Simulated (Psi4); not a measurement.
**SnSe (SMILES [Se][Sn]) at DLPNO-MP2/def2-TZVP (density fitting, core potential, density fitting for correlation, pno convergence tight, sweep point 3)**

Aim: the energy change on altering one bond length of SnSe at DLPNO-MP2/def2-TZVP (density fitting, core potential, density fitting for correlation, pno convergence tight, sweep point 3), from 2 runs. 

The results are computed with Psi4 1.11.

## 1. The system as given

The species is SnSe (2 atoms), meant as a singlet with charge 0. As SMILES, `[Se][Sn]`. Geometry: a GFN2-xTB relaxation, a rough one for these elements and not checked as a minimum.

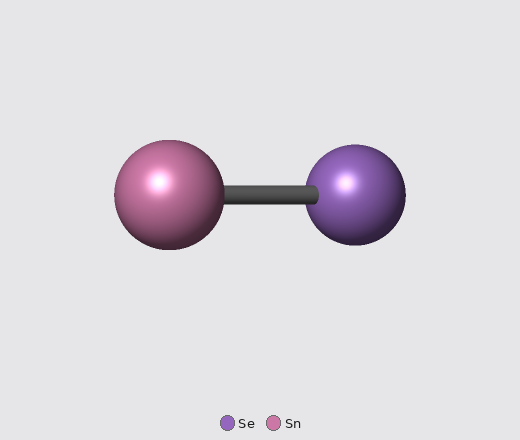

The structure, seen from a chosen angle (selenium purple, tin pink).

## 2. The energy at DLPNO-MP2/def2-TZVP (density fitting, core potential, density fitting for correlation, pno convergence tight, sweep point 3)

input.inp

```
memory 1600 mb

molecule m {
  0 1
  Se     0.00000000     0.00000000     0.00000000
  Sn     0.00000000     0.00000000     4.41882219
  units bohr
  symmetry c1
}

set globals {
  reference       rhf
  puream          true
  scf_type        df
  num_frozen_docc 13
  pno_convergence tight
}

energy_value = energy("dlpno-mp2/def2-TZVP")
```

Started as:

```bash
$ psi4 -i input.inp -o input.out -n 1
```

input.out:

```text
[...]
    !!!  WARNING: ECP capability is in beta. Please check occupations closely.  !!!
[...]
  Running in c1 symmetry.
[...]
  Nuclear repulsion =  169.275876656172983
[...]
  Multiplicity = 1
[...]
  Nalpha       = 28
  Nbeta        = 28
[...]
    Number of basis functions: 98
[...]
 WARNING: Atomic UHF is not converging! Try casting from a smaller basis or call Rob at CCMST.
   -------------------------
[...]
   @DF-RHF iter   1: -2612.45876356902909   -3.54459e+00   1.93120e-02 DIIS/ADIIS
[...]
    Orbital Energies [Eh]
    ---------------------
    Doubly Occupied:
       1A   -460.796674     2A    -60.600764     3A    -54.200926
       4A    -54.200926     5A    -54.200852     6A     -8.865158
       7A     -6.596741     8A     -6.595744     9A     -6.595744
      10A     -5.896117    11A     -4.085549    12A     -4.085549
      13A     -4.076639    14A     -2.584084    15A     -2.583257
      16A     -2.583257    17A     -2.582477    18A     -2.582477
      19A     -1.353253    20A     -1.353253    21A     -1.345487
      22A     -1.343813    23A     -1.343813    24A     -0.846857
      25A     -0.540484    26A     -0.344389    27A     -0.331923
      28A     -0.331923
[...]
  @DF-RHF Final Energy: -2613.25260006135431
   => Energetics <=
    Nuclear Repulsion Energy =            169.2758766561729828
    One-Electron Energy =               -4059.3606919307858334
    Two-Electron Energy =                1276.8322152132584506
    Total Energy =                      -2613.2526000613543147
[...]
 Multipole Moments:
 ------------------------------------------------------------------------------------
     Multipole            Electronic (a.u.)      Nuclear  (a.u.)        Total (a.u.)
 ------------------------------------------------------------------------------------
 L = 1.  Multiply by 2.5417464519 to convert [e a0] to [Debye]
 Dipole X            :          0.0000000            0.0000000            0.0000000
 Dipole Y            :          0.0000000            0.0000000            0.0000000
 Dipole Z            :         52.8330767          -51.2719196            1.5611571
 Magnitude           :                                                    1.5611571
[...]
  @LMP2 iter   6:  -0.564632003996 -6.984e-08  3.655e-07
[...]
```

It took 3.9 s on 1 thread of AMD EPYC 9R45 (Zen 5), shared host; peak memory 0.44 GiB.

## 3. The distorted shape, same level

sesn.inp

```
memory 1600 mb

molecule {
  0 1
  Se     0.00000000     0.00000000    -0.88374932
  Sn     0.00000000     0.00000000     4.41882219
  units bohr
  symmetry c1
}

set globals {
  basis def2-TZVP
  reference rhf
  puream true
  scf_type df
  num_frozen_docc 13
  pno_convergence tight
}

e, wfn = energy("dlpno-mp2", return_wfn=True)
```

Started as:

```bash
$ psi4 -n 1 sesn.inp sesn.out
```

sesn.out:

```text
[...]
    !!!  WARNING: ECP capability is in beta. Please check occupations closely.  !!!
[...]
  Running in c1 symmetry.
[...]
  Nuclear repulsion =  141.063632727887523
[...]
  Multiplicity = 1
[...]
  Nalpha       = 28
  Nbeta        = 28
[...]
    Number of basis functions: 98
[...]
 WARNING: Atomic UHF is not converging! Try casting from a smaller basis or call Rob at CCMST.
   -------------------------
[...]
   @DF-RHF iter   1: -2612.26810196375163   -3.75167e+00   1.96679e-02 DIIS/ADIIS
[...]
    Orbital Energies [Eh]
    ---------------------
    Doubly Occupied:
       1A   -460.785259     2A    -60.587427     3A    -54.188133
       4A    -54.187388     5A    -54.187388     6A     -8.850018
       7A     -6.582576     8A     -6.579407     9A     -6.579407
      10A     -5.932729    11A     -4.122098    12A     -4.122098
      13A     -4.111760    14A     -2.570671    15A     -2.569066
      16A     -2.569066    17A     -2.564826    18A     -2.564826
      19A     -1.389690    20A     -1.389690    21A     -1.378498
      22A     -1.378498    23A     -1.375574    24A     -0.790175
      25A     -0.558962    26A     -0.322433    27A     -0.292669
      28A     -0.292669
[...]
  @DF-RHF Final Energy: -2613.19485961553255
   => Energetics <=
    Nuclear Repulsion Energy =            141.0636327278875228
    One-Electron Energy =               -4002.8709820332387608
    Two-Electron Energy =                1248.6124896898188581
    Total Energy =                      -2613.1948596155325504
[...]
 Multipole Moments:
 ------------------------------------------------------------------------------------
     Multipole            Electronic (a.u.)      Nuclear  (a.u.)        Total (a.u.)
 ------------------------------------------------------------------------------------
 L = 1.  Multiply by 2.5417464519 to convert [e a0] to [Debye]
 Dipole X            :         -0.0000002            0.0000000           -0.0000002
 Dipole Y            :          0.0000000            0.0000000            0.0000000
 Dipole Z            :         64.1310466          -61.5261281            2.6049185
 Magnitude           :                                                    2.6049185
[...]
  @LMP2 iter   7:  -0.572597712625 -4.781e-08  2.973e-07
[...]
```

Wall time 4.2 s (1 thread of AMD EPYC 9R45 (Zen 5), shared host); peak memory 0.43 GiB.

## 4. Outcome

Level: DLPNO-MP2/def2-TZVP (density fitting, core potential, density fitting for correlation, pno convergence tight, sweep point 3), 13 core orbitals frozen.

| quantity | value |
| --- | --- |
| first shape: total energy | -2613.81723 Eh |
| first shape: HOMO energy (Hartree–Fock orbitals) | -9.03 eV |
| first shape: LUMO energy (Hartree–Fock orbitals) | -0.05 eV |
| first shape: HOMO–LUMO gap (Hartree–Fock orbitals) | 8.98 eV |
| first shape: correlation energy (13 core orbitals frozen) | -564.6 mEh |
| distorted shape: total energy | -2613.76746 Eh |
| distorted shape: HOMO energy (Hartree–Fock orbitals) | -7.96 eV |
| distorted shape: LUMO energy (Hartree–Fock orbitals) | -0.93 eV |
| distorted shape: HOMO–LUMO gap (Hartree–Fock orbitals) | 7.03 eV |
| distorted shape: correlation energy (13 core orbitals frozen) | -572.6 mEh |
| energy change with the Se1–Sn2 bond stretched from 2.338 to 2.806 Å | 1.354 eV |

**Reading.** With the Se1–Sn2 bond stretched from 2.338 to 2.806 Å the energy rises by 1.35 eV (131 kJ/mol). The first shape isn't relaxed at this level, so the change isn't measured from a minimum.
